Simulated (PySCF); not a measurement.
```xyz
16

C     2.4283    0.2453    1.0718
C     1.4667   -0.6505    0.3558
O     1.4193   -1.8430    0.4091
O     0.5897    0.0921   -0.3764
C    -0.3836   -0.6042   -1.1115
F     0.0619   -0.7512   -2.3985
C    -1.6662    0.1138   -1.0938
C    -2.1445    0.7519    0.1482
F    -1.7858    0.0501    1.2576
F    -3.4956    0.8446    0.1674
H     3.2460   -0.3434    1.4753
H     2.7993    1.0080    0.3932
H     1.9007    0.7383    1.8862
H    -0.4503   -1.6379   -0.6999
H    -2.2410    0.2134   -1.9944
H    -1.7523    1.7818    0.2938
```

Geometry: GFN2-xTB.

All numbers below come from PySCF, UKS B3LYP, pcH-1 on C F H O, non-relativistic, mean-field spin-orbit, GIAO.

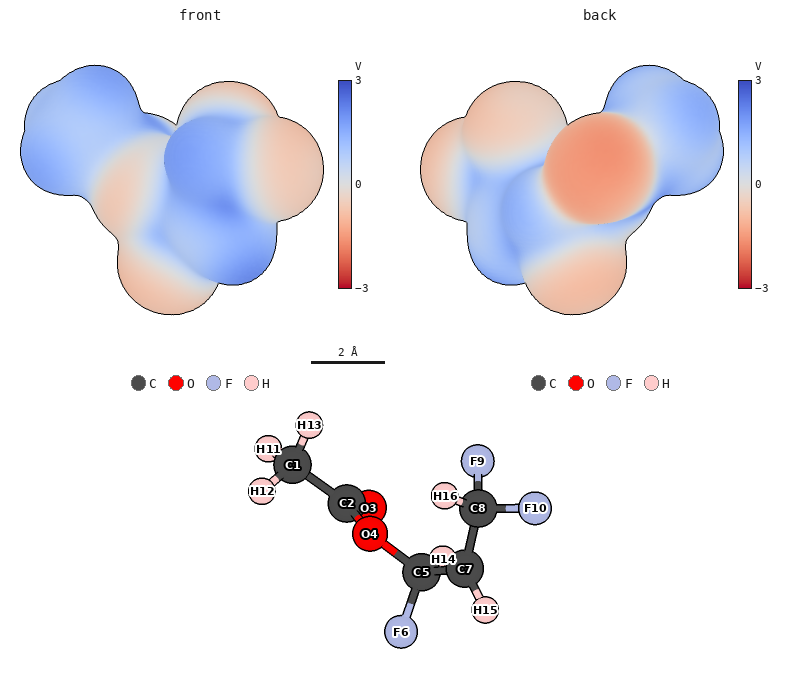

C5H6F3O2 (doublet). The electrostatic potential painted on the density surface at 0.004 e/bohr³, seen from the front and from behind; red is negative and blue positive. The bare structure is drawn below in the same view.

> Where is the surface potential most negative and most positive?

The most negative region (about −1.6 V) lies over O3, the most positive (about +2.0 V) over C8 and H15. O3 is the likeliest acceptor of a hydrogen bond.
